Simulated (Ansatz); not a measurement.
# Sb2C: a short molecular-dynamics run

A trajectory of Sb2C, a randomly packed cell with 12 atoms that was not relaxed first: 60 steps of 1 fs under a Langevin thermostat at 300 K.

Program: Ansatz 0.2.0. Level of theory: DFT PBE, plane waves, PAW, scalar-relativistic, no spin polarisation. These are calculated values, not measurements.

## (1) The structure to begin with

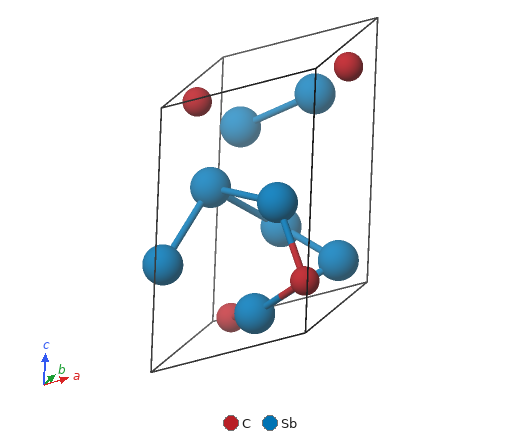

The starting structure, seen slightly off an axis (carbon red, antimony blue). Each atom of the cell is drawn once.

Structure file:

```cif
data_structure
_symmetry_space_group_name_H-M 'P 1'
_symmetry_Int_Tables_number 1
_cell_length_a 5.7839
_cell_length_b 6.0366
_cell_length_c 7.5617
_cell_angle_alpha 82.226
_cell_angle_beta 72.653
_cell_angle_gamma 108.155
_cell_volume 231.76
loop_
_atom_site_label
_atom_site_type_symbol
_atom_site_fract_x
_atom_site_fract_y
_atom_site_fract_z
_atom_site_occupancy
C1 C 0.23078 0.64162 0.02242 1
C2 C 0.83831 0.29737 0.13655 1
C3 C 0.11842 0.22020 0.93644 1
C4 C 0.97106 0.54673 0.87881 1
Sb1 Sb 0.98498 0.09391 0.36386 1
Sb2 Sb 0.86200 0.78414 0.11660 1
Sb3 Sb 0.48564 0.38361 0.04919 1
Sb4 Sb 0.42277 0.92713 0.28276 1
Sb5 Sb 0.11428 0.97224 0.69758 1
Sb6 Sb 0.59289 0.97269 0.75084 1
Sb7 Sb 0.61473 0.35963 0.45463 1
Sb8 Sb 0.13367 0.46242 0.56366 1
```

## (2) Molecular dynamics

input.yaml

```yaml
crystal:
  lattice:
    - [5.598576, -1.310324, 0.626739]
    - [-0.606802, 5.979574, 0.563477]
    - [1.62207, 0.502911, 7.368544]
  atoms:
    - { symbol: C, position: [0.230779, 0.641616, 0.022419] }
    - { symbol: C, position: [0.838306, 0.29737, 0.136554] }
    - { symbol: C, position: [0.118416, 0.220196, 0.936442] }
    - { symbol: C, position: [0.971056, 0.546725, 0.878807] }
    - { symbol: Sb, position: [0.984984, 0.093907, 0.363856] }
    - { symbol: Sb, position: [0.862003, 0.784143, 0.116602] }
    - { symbol: Sb, position: [0.485644, 0.383613, 0.049194] }
    - { symbol: Sb, position: [0.422767, 0.927131, 0.28276] }
    - { symbol: Sb, position: [0.114278, 0.972237, 0.697576] }
    - { symbol: Sb, position: [0.592889, 0.972693, 0.750842] }
    - { symbol: Sb, position: [0.614728, 0.359628, 0.454634] }
    - { symbol: Sb, position: [0.133671, 0.46242, 0.563661] }
kpoints:
  mp_grid: { grid: [3, 3, 2] }
magnetization:
  spin_polarized: false
scf:
  occupations: { method: cold, width: 0.15 }
hamiltonian:
  pseudopotentials: { kind: paw }
  xc: pbe
basis:
  ecutwfc: 420
md:
  timestep: 1.0
  n_steps: 60
  ensemble: nvt_langevin
  temperature: 300.0
  initial_velocities: maxwell_boltzmann
  seed: 934522
```

On the command line:

```console
$ ansatz run input.yaml --threads 2 --pin off --max-ram 2560MiB --backend cpu --events-out ev --progress --plain --runs-dir out
```

Standard output (excerpt; [...] marks lines left out):

```text
Warning: md: disabling space-group detection — thermal motion breaks the input geometry's symmetry, so no spatial operation reduces the k-mesh or symmetrises the density; time reversal is kept, so that k and −k are solved as one point where they differ and the mesh holds both, and exact [...]
Warning: RAYON_NUM_THREADS=2 ignored (pool sized by the plan → 2); use --threads N
[...]
Pseudopotentials: kind: paw
Pseudopotential: C, paw, valence charge 4, recommended cutoff 420 eV (normal), C.paw.azcp
Pseudopotential: Sb, paw, valence charge 15, recommended cutoff 420 eV (normal), Sb.paw.azcp
Functional definition: PBE
[...]
Crystal: 12 atoms, lattice volume = 231.764 Å³
Basis set: ecut = 420 eV, 4537 PW (Γ), exchange–correlation on 80×90×108 points (8 copies of the dense FFT grid, shifted against one another)
Bands: 82, of which v1, the nominal top of the filled ones, is band 68 counted from 1 (67 counted from 0)
Symmetry: 1 space group operations
k-points: 10 of 18 (time reversal used)
[...]
SCF iter   1: F=—  HF=-52859.305699 eV  |F-HF|=—  |Δ(HF+E_count)|=         —  Δρ=5.21e-3  dr2=1.67e-1  ethr=1.77e-3  ⟨swp⟩=6.2  Hψ=3101  notcnv=0
[...]
md step     0: t =     0.00 fs  T =   275.0 K  F+E_penalty+E_count = -52859.28009350 eV  E_kin = 0.426558 eV  (10 SCF iters)
[...]
md step     1: t =     1.00 fs  T =   290.3 K  F+E_penalty+E_count = -52859.30116453 eV  E_kin = 0.450287 eV  (6 SCF iters)
[...]
SCF iter   4: F=—  HF=-52859.336326 eV  |F-HF|=—  |Δ(HF+E_count)|=   3.49e-5  S|Δr|=    0.00e0  Δρ=7.83e-6  dr2=1.95e-7  ethr=2.48e-9  ⟨swp⟩=2.0  Hψ=1025  notcnv=0
```

## (3) More of the same log

Output, continued (excerpt; [...] marks lines left out):

```text
SCF iter   5: F=—  HF=-52859.336326 eV  |F-HF|=—  |Δ(HF+E_count)|=   6.46e-9  S|Δr|=    0.00e0  Δρ=2.98e-6  dr2=3.25e-8  ethr=1.44e-10  ⟨swp⟩=2.0  Hψ=1470  notcnv=0
[...]
md step     2: t =     2.00 fs  T =   304.0 K  F+E_penalty+E_count = -52859.33632584 eV  E_kin = 0.471483 eV  (6 SCF iters)
[...]
md step    16: t =    16.00 fs  T =  2038.4 K  F+E_penalty+E_count = -52862.51942405 eV  E_kin = 3.161877 eV  (5 SCF iters)
[...]
md step    30: t =    30.00 fs  T =  2793.0 K  F+E_penalty+E_count = -52864.33508013 eV  E_kin = 4.332284 eV  (10 SCF iters)
[...]
md step    44: t =    44.00 fs  T =  1765.4 K  F+E_penalty+E_count = -52863.34724345 eV  E_kin = 2.738332 eV  (6 SCF iters)
[...]
md step    58: t =    58.00 fs  T =  2559.1 K  F+E_penalty+E_count = -52866.08100914 eV  E_kin = 3.969533 eV  (6 SCF iters)
[...]
Free energy (F): -52866.086112 eV
[...]
E sigma→0 (E₀):  -52866.081117 eV
Entropy (-TS):   -0.014987 eV (-1.249 meV/atom)
Fermi energy:    12.165526 eV
Step filling:    the computed levels leave a gap of 0.0318 eV = 0.2 smearing widths at the electron count; against every level under it full and every level over it empty, smearing changes F+E_penalty+E_count by -9.925 meV and its σ→0 estimate by -4.929 meV
[...]
--- Forces (eV/Å), atoms counted from 1 ---
  atom   1  C     -4.19652451     2.39373795    -0.36403267
  atom   2  C     -0.20011644     2.36098555     1.00737360
  atom   3  C      1.09316718    -2.54038906    -0.51481513
  atom   4  C      3.12641773     1.28707320     0.33153013
  atom   5  Sb     0.08495770     0.84312056     0.89088825
  atom   6  Sb    -0.42593574    -1.36361646    -0.71013376
  atom   7  Sb     0.92683834    -2.32292999    -0.66043275
  atom   8  Sb    -0.00712512    -0.40160811    -0.16059832
[...]
--- MD trajectory: 60 steps, t = 0.0 → 60.0 fs ---
  final state: T = 2494.1 K   F+E_penalty+E_count = -52866.08611235 eV   E_kin = 3.868642 eV
```

Run time: 12 min. Hardware: 2 threads of Arm Neoverse N1, shared host; peak memory 0.65 GiB.

## (4) Frames and traces

One step in 4; energies are changes from step 0; msd is the mean square displacement from the start, the centre of mass held:

| time (fs) | T (K) | potential energy change (meV/atom) | msd C (Å²) | msd Sb (Å²) |
| --- | --- | --- | --- | --- |
| 0.0 | 275 | 0.0 | 0.000 | 0.000 |
| 4.0 | 375 | -14.9 | 0.001 | 0.000 |
| 8.0 | 651 | -55.5 | 0.007 | 0.000 |
| 12.0 | 1167 | -134.9 | 0.025 | 0.001 |
| 16.0 | 2038 | -269.9 | 0.070 | 0.002 |
| 20.0 | 2798 | -394.1 | 0.166 | 0.003 |
| 24.0 | 2171 | -323.9 | 0.294 | 0.004 |
| 28.0 | 2780 | -420.5 | 0.380 | 0.006 |
| 32.0 | 2846 | -436.3 | 0.467 | 0.009 |
| 36.0 | 2413 | -397.0 | 0.578 | 0.011 |
| 40.0 | 1592 | -301.8 | 0.685 | 0.014 |
| 44.0 | 1765 | -338.9 | 0.748 | 0.017 |
| 48.0 | 2052 | -406.6 | 0.771 | 0.020 |
| 52.0 | 2708 | -520.5 | 0.769 | 0.024 |
| 56.0 | 2645 | -554.8 | 0.765 | 0.028 |
| 60.0 | 2494 | -567.2 | 0.764 | 0.033 |

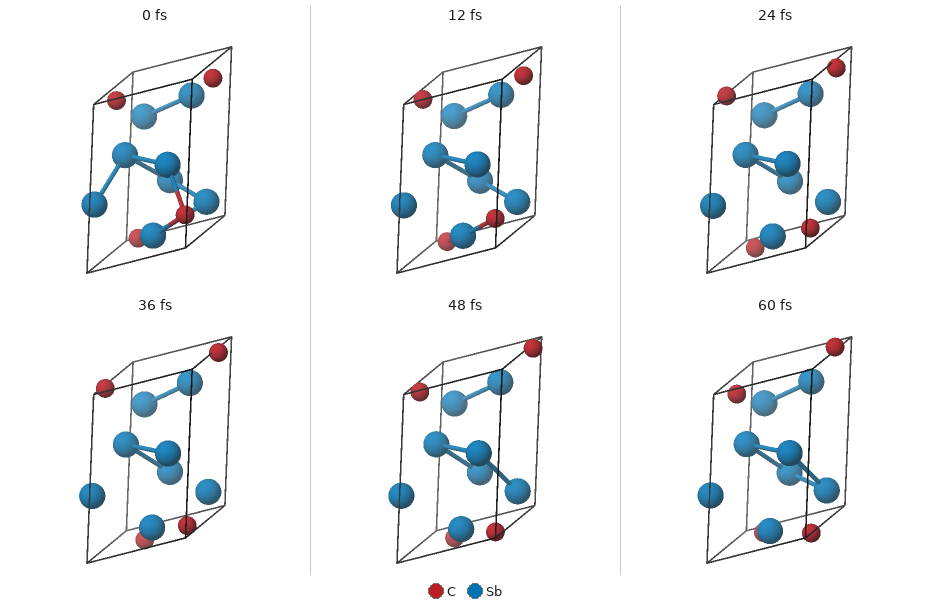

The system at six times, viewed slightly off an axis. Each atom of the cell is drawn once. Atoms are followed across the cell's faces. Sticks join atoms within a bonding distance in each frame.

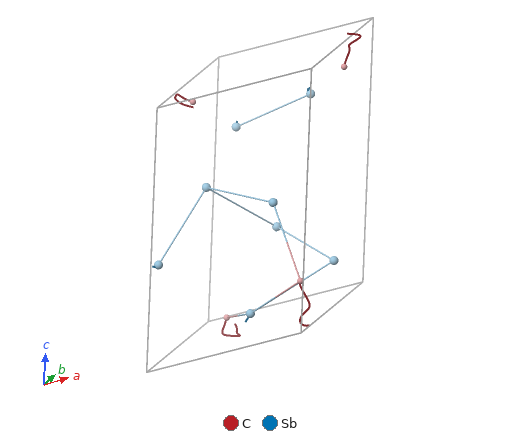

The track of every atom over the whole run, drawn from its starting place (pale balls).

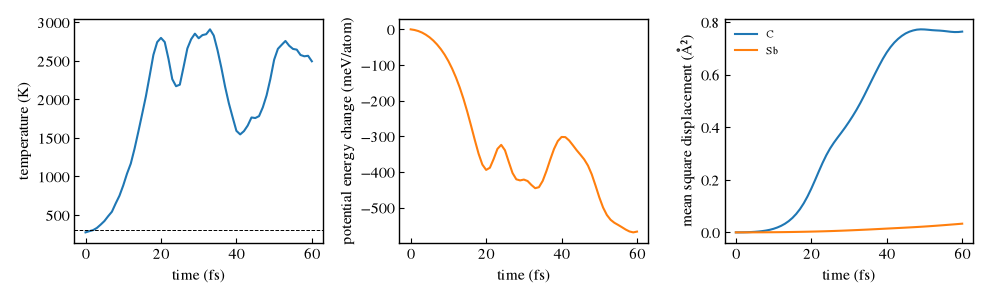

Time series of the run, each on its own scale. The dashed line is the set temperature.

Bonds that form or break, judged by distance (formed within 1.15 times the sum of covalent radii and held on average over 12 fs, broken when stretched by half; pairs already stretched at the start don't count as bonds):

| time (fs) | bond | event |
| --- | --- | --- |
| 15.0 | C2–C3 | forms |
| 16.0 | C1–C4 | forms |
| 18.0 | C2–C4 | forms |

## (5) Snapshots as a file

Extended XYZ, with forces in eV/Å:

```xyz
12
Lattice="5.599 -1.310 0.627 -0.607 5.980 0.563 1.622 0.503 7.369" Properties=species:S:1:pos:R:3:forces:R:3 pbc="T T T" time_fs=8.0 T=651 dE=-0.6666
C     0.908    3.520    0.593   -1.758    0.408   -1.474
C     4.707    0.722    1.622    2.166   -0.779   -2.810
C     1.954    1.654    7.134   -1.329   -0.233    1.564
C     6.542    2.455    7.439    1.752   -0.478    1.849
Sb    6.037   -0.571    3.333   -0.623   -0.117   -0.862
Sb    4.557    3.625    1.835    1.278    0.040    0.255
Sb    2.563    1.685    0.880   -1.302    0.644   -1.822
Sb    2.264    5.143    2.852    0.225   -0.828   -0.401
Sb    1.182    6.023    5.770    0.043   -0.828    1.015
Sb    3.944    5.409    6.475   -1.076   -0.777    1.765
Sb    3.957    1.578    3.950    0.696    1.584   -0.264
Sb    1.390    2.874    4.498   -0.073    1.363    1.185
12
Lattice="5.599 -1.310 0.627 -0.607 5.980 0.563 1.622 0.503 7.369" Properties=species:S:1:pos:R:3:forces:R:3 pbc="T T T" time_fs=15.0 T=1807 dE=-2.7712
C     0.842    3.518    0.474   -2.149    0.344   -1.733
C     4.770    0.678    1.455    2.626   -0.797   -4.167
C     1.810    1.656    7.213   -1.599    0.243    2.098
C     6.615    2.451    7.560    2.832   -1.047    2.557
Sb    6.021   -0.590    3.321   -0.390    0.210   -0.187
Sb    4.578    3.632    1.828    0.686   -0.164    0.446
Sb    2.552    1.693    0.873   -1.508    0.544   -1.637
Sb    2.257    5.147    2.836    0.050   -0.686   -0.052
Sb    1.191    6.023    5.790   -0.057   -0.576    0.299
Sb    3.937    5.400    6.498   -1.048   -0.604    1.608
Sb    3.952    1.589    3.963    0.641    1.343   -0.244
Sb    1.397    2.881    4.500   -0.082    1.191    1.012
12
Lattice="5.599 -1.310 0.627 -0.607 5.980 0.563 1.622 0.503 7.369" Properties=species:S:1:pos:R:3:forces:R:3 pbc="T T T" time_fs=22.0 T=2525 dE=-4.3606
C     0.731    3.537    0.305    3.396    1.887    0.509
C     4.909    0.613    1.171   -6.055    6.534    2.831
C     1.644    1.646    7.347    6.511   -8.003   -4.865
C     6.771    2.402    7.766   -0.990   -1.873    0.052
Sb    6.006   -0.609    3.314   -0.354    0.478    0.832
Sb    4.598    3.637    1.825   -0.361   -0.449    0.705
Sb    2.535    1.705    0.858   -1.395    0.528   -1.336
Sb    2.252    5.144    2.820   -0.303   -0.386    0.134
Sb    1.201    6.019    5.809   -0.255   -0.223   -0.405
Sb    3.931    5.385    6.525   -0.875   -0.381    1.353
Sb    3.948    1.605    3.974    0.640    1.112   -0.268
Sb    1.403    2.891    4.502    0.040    0.776    0.460
12
Lattice="5.599 -1.310 0.627 -0.607 5.980 0.563 1.622 0.503 7.369" Properties=species:S:1:pos:R:3:forces:R:3 pbc="T T T" time_fs=30.0 T=2793 dE=-5.0550
C     0.828    3.664    0.146    2.614    1.626    0.535
C     4.866    0.720    0.919   -3.560  -13.113    1.752
C     1.678    1.364    7.356    0.252    1.854   -0.300
C     6.869    2.289    7.979    3.849    9.158   -2.969
Sb    5.988   -0.635    3.314   -0.216    0.736    0.756
Sb    4.615    3.641    1.821   -1.048   -1.684    1.821
Sb    2.504    1.714    0.829   -1.523   -0.064   -1.363
Sb    2.244    5.147    2.804   -0.422   -0.490    0.325
Sb    1.212    6.013    5.834   -0.145    0.290   -1.036
Sb    3.923    5.359    6.557   -0.259    0.030    0.812
Sb    3.953    1.630    3.981    0.362    0.865   -0.051
Sb    1.409    2.901    4.510    0.096    0.793   -0.281
12
Lattice="5.599 -1.310 0.627 -0.607 5.980 0.563 1.622 0.503 7.369" Properties=species:S:1:pos:R:3:forces:R:3 pbc="T T T" time_fs=38.0 T=1949 dE=-4.0246
C     1.067    3.853    0.070   -6.180   -6.872    3.613
C     4.688    0.530    0.743    4.060    1.369   -0.390
C     1.780    1.121    7.290    0.240    7.370   -2.259
C     7.032    2.391    8.082    0.267   -1.585    0.465
Sb    5.970   -0.657    3.317   -0.045    1.062    0.863
Sb    4.617    3.639    1.828   -2.678   -6.143    3.558
Sb    2.471    1.723    0.792   -0.838   -0.550   -1.236
Sb    2.241    5.146    2.791   -0.031   -0.393    0.203
Sb    1.225    6.010    5.861   -0.250    0.326   -1.897
Sb    3.922    5.335    6.590    5.285    4.081   -2.822
Sb    3.958    1.663    3.985    0.272    0.744    0.106
Sb    1.417    2.911    4.520   -0.101    0.591   -0.204
12
Lattice="5.599 -1.310 0.627 -0.607 5.980 0.563 1.622 0.503 7.369" Properties=species:S:1:pos:R:3:forces:R:3 pbc="T T T" time_fs=45.0 T=1758 dE=-4.2183
C     1.084    3.789    0.130    2.382   -2.661    2.354
C     4.665    0.370    0.596    3.877    1.534    0.018
C     1.862    1.184    7.168   -0.664    3.786   -0.188
C     7.193    2.457    8.170   -6.897   -4.523    0.609
Sb    5.954   -0.675    3.329   -0.131    1.087    0.802
Sb    4.610    3.621    1.844   -2.074   -2.759    2.177
Sb    2.435    1.728    0.755   -0.681   -0.801   -1.120
Sb    2.239    5.139    2.781    0.279   -0.082   -0.130
Sb    1.233    6.009    5.882   -0.139   -0.007   -2.425
Sb    3.940    5.331    6.606    3.991    3.357   -2.152
Sb    3.966    1.693    3.985    0.331    0.543    0.110
Sb    1.428    2.922    4.524   -0.274    0.526   -0.055
12
Lattice="5.599 -1.310 0.627 -0.607 5.980 0.563 1.622 0.503 7.369" Properties=species:S:1:pos:R:3:forces:R:3 pbc="T T T" time_fs=52.0 T=2708 dE=-6.2455
C     1.153    3.597    0.268    0.317   -2.221    1.027
C     4.780    0.303    0.485    0.755    4.451    1.064
C     1.918    1.392    7.055    1.745   -0.963    0.191
C     7.120    2.369    8.263   -1.964   -1.951   -0.161
Sb    5.940   -0.688    3.341    0.018    0.996    0.760
Sb    4.601    3.597    1.871   -1.118   -1.418    0.518
Sb    2.396    1.723    0.714   -0.904   -0.398   -1.181
Sb    2.236    5.128    2.774    0.177   -0.244   -0.101
Sb    1.237    6.008    5.898    0.160   -0.805   -1.671
Sb    3.970    5.339    6.619    0.733    1.203   -0.377
Sb    3.974    1.724    3.982    0.384    0.376    0.322
Sb    1.430    2.935    4.522   -0.303    0.974   -0.391
12
Lattice="5.599 -1.310 0.627 -0.607 5.980 0.563 1.622 0.503 7.369" Properties=species:S:1:pos:R:3:forces:R:3 pbc="T T T" time_fs=60.0 T=2494 dE=-6.8060
C     1.260    3.332    0.467   -4.197    2.394   -0.364
C     4.921    0.442    0.442   -0.200    2.361    1.007
C     2.067    1.564    6.947    1.093   -2.540   -0.515
C     6.942    2.189    8.339    3.126    1.287    0.332
Sb    5.922   -0.698    3.356    0.085    0.843    0.891
Sb    4.589    3.567    1.903   -0.426   -1.364   -0.710
Sb    2.350    1.713    0.662    0.927   -2.323   -0.660
Sb    2.234    5.111    2.762   -0.007   -0.402   -0.161
Sb    1.237    5.997    5.904    0.417   -0.862   -0.565
Sb    4.000    5.345    6.634   -0.763   -0.392    0.803
Sb    3.991    1.751    3.980    0.256    0.086    0.455
Sb    1.432    2.957    4.524   -0.311    0.911   -0.512
```

## (6) Results

| quantity | value |
| --- | --- |
| length | 60 steps of 1 fs |
| temperature, first and last step | 275 and 2494 K |
| temperature, second half | mean 2319 K, from 1546 to 2909 K |
| potential energy, second half | -434 meV/atom from the start |
| mean square displacement, second half | C 0.685, Sb 0.019 Å² |

**Reading.** Against a set 300 K the second half averages 2319 K with a spread of 450 K (in equilibrium 12 atoms would scatter by about 71 K, over a far longer run); the potential energy of that half lies 434 meV/atom under the start, so the atoms have moved to lower-lying arrangements, and the energy set free heats the cell. The bonding pattern changes, first at 15.0 fs: C2–C3 forms. Over the second half C atoms stand 0.8 Å (root mean square) from where they began, and the farthest move is 1.3 Å. Averages from a run of 60 fs with 12 atoms are rough. The k-mesh is coarse for this cell.
